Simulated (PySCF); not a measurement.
SMILES C[CH2][Ge]([CH3])([OH])[OH], GFN2-xTB optimised geometry. Atoms within 1.6 Å of the plane z = 0.0 Å (x, y, z in Å): C1 (1.76, 0.60, 1.00), C2 (1.14, -0.36, 0.00), Ge3 (-0.88, -0.36, 0.00), C4 (-1.78, 1.42, 0.00), O5 (-1.42, -1.26, -1.39), O6 (-1.52, -1.36, 1.32), H7 (1.45, 1.62, 0.81), H9 (2.85, 0.56, 0.94), H10 (1.46, -0.10, -1.01), H11 (1.47, -1.38, 0.19), H12 (-1.58, 1.93, -0.94), H13 (-2.85, 1.29, 0.10), H14 (-1.42, 2.05, 0.82), H15 (-1.92, -2.05, -1.16).

Method: PySCF with PBE0/def2-TZVP. Cells within 0.4 Å of a nucleus heavier than hydrogen are left out (blank, or x).

Map of the electron localisation function on the plane z = 0.0 Å:

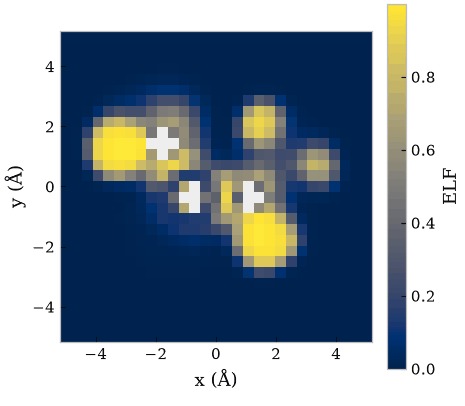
Figure: Electron localisation function on the plane z = 0.0 Å.
